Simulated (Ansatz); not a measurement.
## Fields on a plane of BaZrO3 (cubic perovskite)

```yaml
crystal:
  lattice:
    - [4.18056, 0.00000, 0.00000]
    - [0.00000, 4.18056, 0.00000]
    - [0.00000, 0.00000, 4.18056]
  atoms:
    - { symbol: Ba, position: [0.00000, 0.00000, 0.00000] }
    - { symbol: Zr, position: [0.50000, 0.50000, 0.50000] }
    - { symbol: O, position: [0.00000, 0.50000, 0.50000] }
    - { symbol: O, position: [0.50000, 0.50000, 0.00000] }
    - { symbol: O, position: [0.50000, 0.00000, 0.50000] }
```

The slice is a {100} plane (indices of the conventional cell) through the point (0.500, 0.500, 0.500) (fractional), spanned by u = [100] and v = [010] in vectors of this cell: u (4.18 Å) and v (4.18 Å, at 90° to u). It covers one period; positions are fractions (u, v).

Atoms on it: Zr at (0.00, 0.00); O at (0.50, 0.00); O at (0.00, 0.50).

All values below come from PBEsol (plane waves to 420 eV, PAW, scalar-relativistic; Ansatz, a program for electronic structure). k mesh 8×8×8. These are valence fields of a PAW run, semicore shells included where kept as valence: close to a nucleus they are smooth pseudo fields. BaZrO3 is run without spin polarisation. BaZrO3 was relaxed with its symmetry unable to fall.

```
|88888876556788999998876556788888|
|88888765555678999998765555678888|
|88888765455677889887765545678888|
|88887654445567778777655444567888|
|88776544344556666666554434456778|
|77665443333445555555443333445667|
|66554433223334444444333223344556|
|55544332222233333333322222334455|
|55554432222222222222222222344555|
|66555433221111222221111223345556|
|77665543221111111111111223455667|
|88776543321110000000111233456778|
|98877654321100000000011234567788|
|99987654322100000000012234567899|
|99987654322100000000012234567899|
|99998654322100000000012234568999|
|99987654322100000000012234567899|
|99987654322100000000012234567899|
|98877654321100000000011234567788|
|88776543321110000000111233456778|
|77665543221111111111111223455667|
|66555433221111222221111223345556|
|55554432222222222222222222344555|
|55544332222233333333322222334455|
|66554433223334444444333223344556|
|77665443333445555555443333445667|
|88776544344556666666554434456778|
|88887654445567778777655444567888|
|88888765455677889887765545678888|
|88888765555678999998765555678888|
|88888876556788999998876556788888|
|88888876556789999999876556788888|
```
Scale: ten equal steps from -1.51 (start of '0') to 0.88 (end of '9'), in the order '0123456789'. Values: log₁₀ of the valence density in e/Å³. The map has 32 points along u (one character each, u = 0 at the left) and 32 along v (v = 0 in the bottom row). The scale is logarithmic, as a density can span decades between atoms and voids.

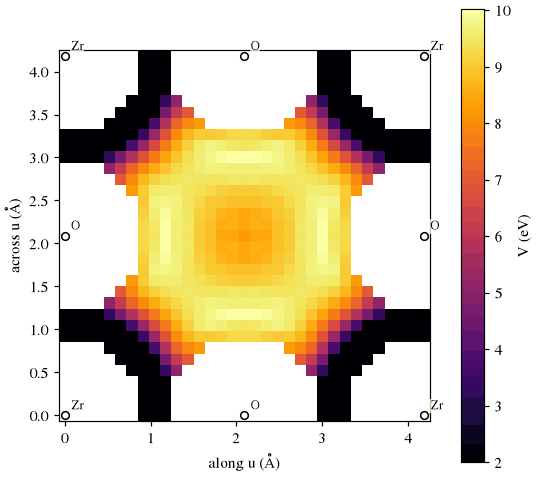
Figure: Electrostatic potential energy of an electron, from the cell's mean, in eV, one period of the plane, atoms marked. Points within 0.9 Å of a nucleus are left white, as the pseudised field means little there. Values under 2 eV are set to 2. The zero, the cell's mean, hangs on the PAW cores.

The density on the Zr–O line (2.09 Å) at its density minimum, 1.1 Å from Zr is 0.67 e/Å³ and the ELF at that point is 0.2.
